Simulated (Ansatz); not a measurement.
## Fields on a plane of CdO (rock salt)

```yaml
crystal:
  lattice:
    - [0.00000, 2.34515, 2.34515]
    - [2.34515, 0.00000, 2.34515]
    - [2.34515, 2.34515, 0.00000]
  atoms:
    - { symbol: O, position: [0.00000, 0.00000, 0.00000] }
    - { symbol: Cd, position: [0.50000, 0.50000, 0.50000] }
```

The slice is a {100} plane (indices of the conventional cell) through the point (0.000, 0.000, 0.000) (fractional), spanned by u = [100] and v = [0 1 -1] in vectors of this cell: u (3.32 Å) and v (3.32 Å, at 90° to u). It covers one period; positions are fractions (u, v).

Atoms on it: O at (0.00, 0.00); Cd at (0.50, 0.50).

Level of theory: PBEsol (plane waves to 420 eV, PAW, scalar-relativistic; Ansatz, an electronic-structure program). k mesh 12×12×12. These are valence fields of a PAW run, semicore shells included where kept as valence: close to a nucleus they are smooth pseudo fields. CdO was relaxed with its symmetry unable to fall.

```
|77654321000001234567|
|76654211000001124566|
|65543211111111123455|
|44432222223222222344|
|33222223444443222223|
|22112234566654322112|
|11112346778776432111|
|00012457889887542100|
|00012467899987642100|
|00013468999998643100|
|00012467899987642100|
|00012457889887542100|
|11112346778776432111|
|22112234566654322112|
|33222223444443222223|
|44432222223222222344|
|65543211111111123455|
|76654211000001124566|
|77654321000001234567|
|77764321000001234677|
```
Scale: ten equal steps from -0.99 (start of '0') to 1.42 (end of '9'), in the order '0123456789'. Values: log₁₀ of the valence density in e/Å³. The map has 20 points along u (one character each, u = 0 at the left) and 20 along v (v = 0 in the bottom row). The scale is logarithmic, as a density can span decades between atoms and voids.

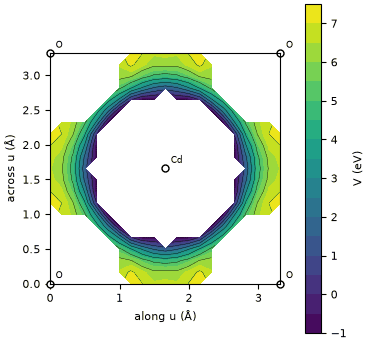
Figure: Electrostatic potential energy of an electron, from the cell's mean, in eV, one period of the plane, atoms marked. Points within 1 Å of a nucleus are left white, as the pseudised field means little there. Values under -1 eV are set to -1. The zero, the cell's mean, hangs on the PAW cores.

| Quantity | Result |
|---|---|
| Density on the O–Cd line (2.35 Å) at its density minimum, 1.1 Å from O | 0.36 e/Å³ |
| ELF at that point | 0.1 |
